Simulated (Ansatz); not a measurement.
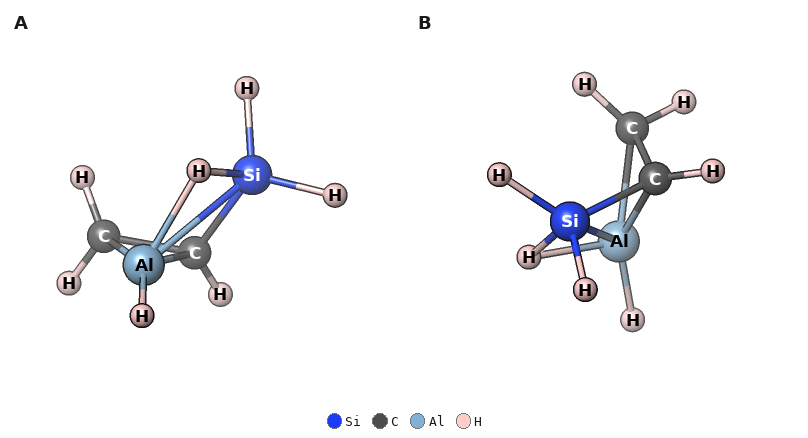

Atoms fade into the background with distance from the viewer. Computed geometry: PBE0-D4/def2-TZVP optimisation.

> Can A be turned into B by a rotation alone?

Yes. They are the same structure, C2H7AlSi, seen from two directions: a rotation takes one into the other. The geometry is chiral (C1), so its mirror image would differ.
